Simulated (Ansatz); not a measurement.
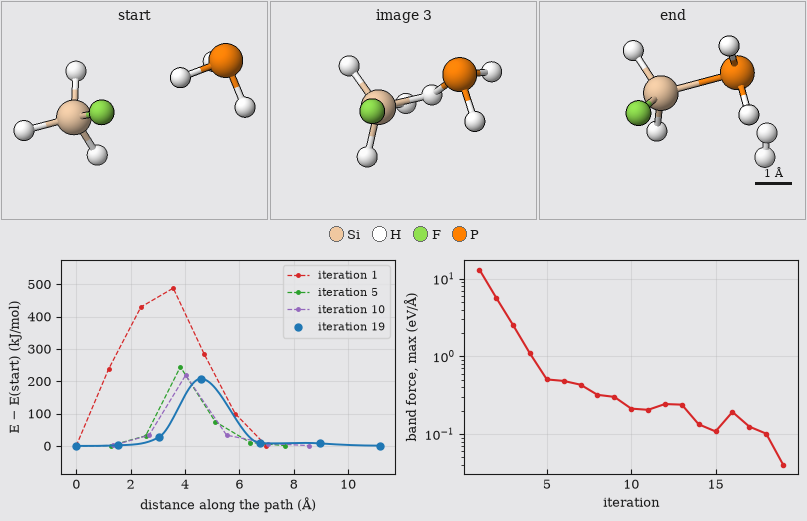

NEB run on SiPH$_{6}$F, made up at the start of SiH3F and PH$_{3}$. Images are numbered from 0 (start) to 6 (end). The plot follows the band through its iterations. Style: ball-and-stick. Shown from a free direction.

Computed with RKS PBE/def2-SVP (Ansatz 0.2.0). Settings: 5 movable images; climbing image; force threshold 0.05 eV/Å; iteration limit 60; starting path through a guess of the saddle point.

Did the band converge, and can the barrier be trusted?

Answer. The result is final at these settings. The band converged in 19 iterations. The largest component of the band force went from 13 to 0.041 eV/Å. The climbing image converged on the top of the path. Its vibrational analysis gives one imaginary mode (1021i cm⁻¹), as a transition state must have. The first iteration put the highest image at 487.9 kJ/mol. The barrier is about 207.8 kJ/mol in both directions, with image 3 at the top; the ends have nearly the same energy.

Limits of the set-up: the start holds two separate molecules, 2.5 Å apart at their closest, whose relative position is a soft coordinate and is computed without a dispersion correction.

Cost: 2.9 min on 1 thread of Arm Neoverse V2, with other jobs on the host, peak memory 0.14 GiB.
